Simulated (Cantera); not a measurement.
Input: 1 mol Si2H6, 0.47 mol O3, equilibrated at 390 Pa.

These are equilibrium values from Cantera (NASA tables, ideal gas, pure condensed phases), not measurements of a reactor. Candidate condensed phases: H2O, Si, SiO2; 18 gas species. The feed counts by its element totals alone. Mutual solubility and eutectic melting of coexisting phases are not modelled. The tables hold silica as quartz up to 1696 K and as liquid above; real silica turns to tridymite and cristobalite and melts near 1996 K. Gases not in the tables: Si2H6 and higher silanes. Equilibrium is a limit: real reactors are often held back by kinetics, nucleation or transport.

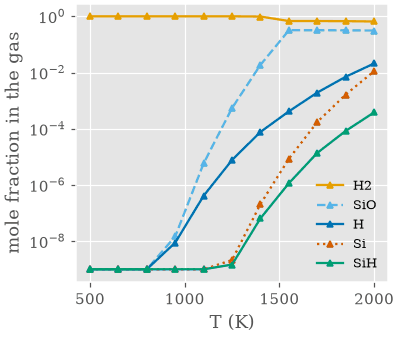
*Equilibrium gas composition (values under 1e-9 drawn at 1e-9)*

From 500 K to 800 K the condensed part is Si(s) + SiO2(α-quartz). From 950 K to 1400 K the condensed part is Si(s) + SiO2(β-quartz). At 1550 K the condensed part is Si(s). From 1700 K to 2000 K the condensed part is Si(l).
